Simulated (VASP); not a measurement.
Band structure of NaF (rock salt). Method: revTPSS meta-GGA, VASP's PBE PAW potentials (set 64) (plane waves; VASP).

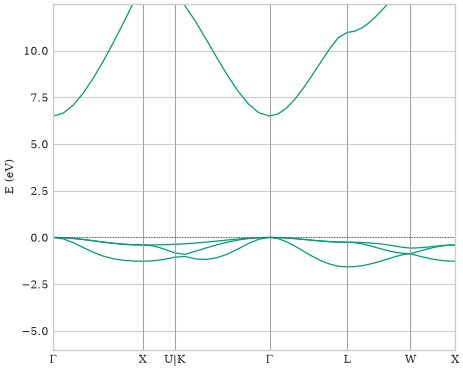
Figure. Bands along high-symmetry lines, zero at the valence-band maximum or, without a gap, the Fermi level

Problem. Read the plot: is there a gap, and where are the band edges?

Solution. The gap is direct, 6.50 eV, from the valence maximum at Γ to the conduction minimum at Γ.

Measured: gap 11.70 eV (computed value off by -5.20 eV), as given by David Koller et al., Journal of Physics Condensed Matter (2013), arXiv:1304.4470.

The compound is NaF in the rock salt structure. It was relaxed first.
